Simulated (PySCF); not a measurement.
# Excited-state calculation, with input and output: CH$_{7}$NOSi

System: CH$_{7}$NOSi.
Method: TDDFT BLYP/def2-SVPD, vertical, gas phase, core orbitals frozen in the response (PySCF 2.14.0).

The geometry comes from this level: GFN2-xTB. It belongs to a series of runs on one base structure; here: BLYP/def2-SVPD; 6 states; conv 1e-07.

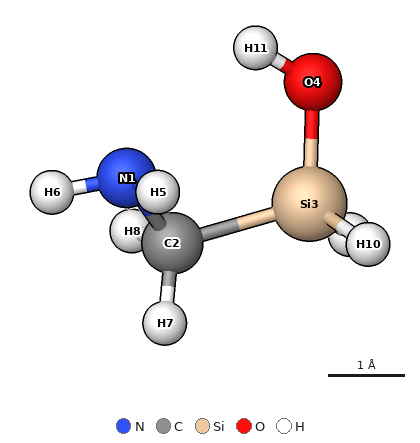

Figure 1. The structure as given in the input (ball-and-stick view, seen at a tilt; atoms are numbered from 1 in the order of the input). Bond lengths as drawn: C–H 1.09 to 1.10 Å, C–N 1.47 Å, C–Si 1.91 Å, H–N 1.02 Å, H–O 0.96 Å, H–Si 1.46 to 1.47 Å and O–Si 1.62 Å.

**The input**
```
{"job": {"kind": "uv", "xc": "BLYP", "basis": "def2-SVPD", "nstates": 6, "ntriplets": 5, "tda": false, "scf": {"conv": 1e-07}}, "charge": 0, "multiplicity": 1}
N     -1.176703     0.874343     0.006093
C     -0.729940    -0.516535    -0.108894
Si     1.179462    -0.526996    -0.024432
O      1.710363     0.741946    -0.885275
H     -0.964543     1.223681     0.935592
H     -2.183680     0.937523    -0.112304
H     -1.182701    -1.174100     0.645400
H     -1.065781    -0.882450    -1.081610
H      1.736472    -1.728523    -0.635534
H      1.601372    -0.376490     1.372580
H      1.081104     1.430272    -1.097658
```

The first line tells a small driver script what to run in PySCF; the rest is the geometry in Å.

Machine: 1 CPU thread, shared host.

Command:
```bash
OMP_NUM_THREADS=1 python <driver script> task.json out
```

**What the program printed**
```
final grid: 82944 points
cycle   1  E = -461.3688953123  dE =  2.922e-01  |g| = 9.188e-01  |ddm| = 4.179e+00
cycle   2  E = -460.6115707685  dE =  7.573e-01  |g| = 2.088e+00  |ddm| = 3.253e+00
cycle   3  E = -461.5312644735  dE = -9.197e-01  |g| = 1.959e-01  |ddm| = 2.141e+00
cycle   4  E = -461.5370176942  dE = -5.753e-03  |g| = 1.354e-01  |ddm| = 4.781e-01
cycle   5  E = -461.5412022915  dE = -4.185e-03  |g| = 2.750e-02  |ddm| = 1.864e-01
cycle   6  E = -461.5413862413  dE = -1.839e-04  |g| = 1.015e-02  |ddm| = 4.519e-02
cycle   7  E = -461.5414085407  dE = -2.230e-05  |g| = 2.070e-03  |ddm| = 1.709e-02
cycle   8  E = -461.5414095137  dE = -9.730e-07  |g| = 4.009e-04  |ddm| = 2.902e-03
cycle   9  E = -461.5414095545  dE = -4.079e-08  |g| = 7.145e-05  |ddm| = 6.928e-04
converged SCF energy = -461.5414095545

Static polarisability (au): isotropic 55.163, principal 50.214 53.886 61.389

Singlet excitations
state   eV       nm        f      main configurations
  1   5.2753    235.0   0.01246   H->L 1.00
  2   5.7276    216.5   0.01410   H->L+1 1.00
  3   6.3968    193.8   0.00471   H-1->L 0.98
  4   6.4481    192.3   0.00600   H->L+2 0.97
  5   6.7048    184.9   0.02770   H->L+3 0.97
  6   6.8015    182.3   0.00812   H->L+4 0.94

Triplet excitations (Tamm-Dancoff, eV): 5.0571 5.5973 6.2297 6.3134 6.5863
```

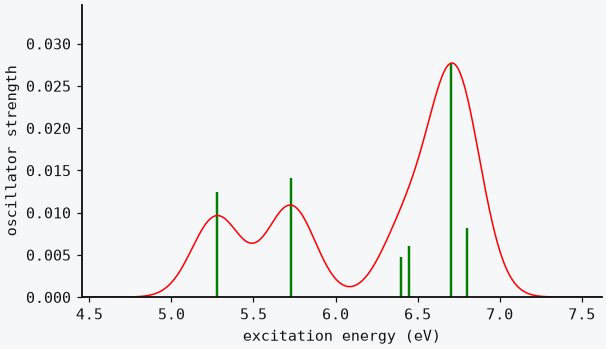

Figure 2. Computed excitations as sticks (degenerate states added up, dark ones marked on the axis), with a Gaussian envelope of 0.35 eV full width at half maximum, scaled to the tallest. Of the 6 states the lowest lies at 5.28 eV (f = 0.012); the strongest line is at 6.70 eV, or 185 nm (f = 0.028).

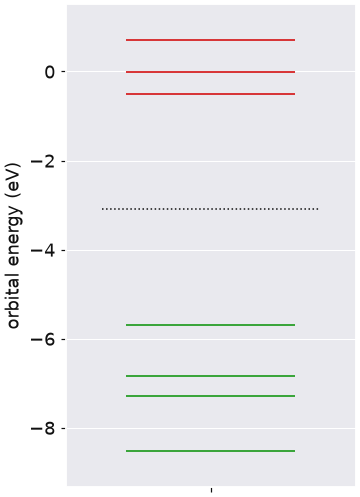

Figure 3. Orbital energies near the frontier; the dotted line parts filled from empty levels, and levels within 0.02 eV of each other stand side by side. Highest filled −5.69 eV, lowest empty −0.50 eV, 5.19 eV apart.

**Summary**

- outcome: converged
- total energy: −461.541410 hartree
- HOMO: −5.69 eV
- LUMO: −0.50 eV
- dipole moment: 2.62 D
- mean polarisability: 55.16 a.u.
- lowest singlet excitation: 5.28 eV
- wall time: 11 s
- peak memory: 0.5 GiB

**Remarks**

Settings chosen away from the usual ones: BLYP/def2-SVPD; 6 states; conv 1e-07.
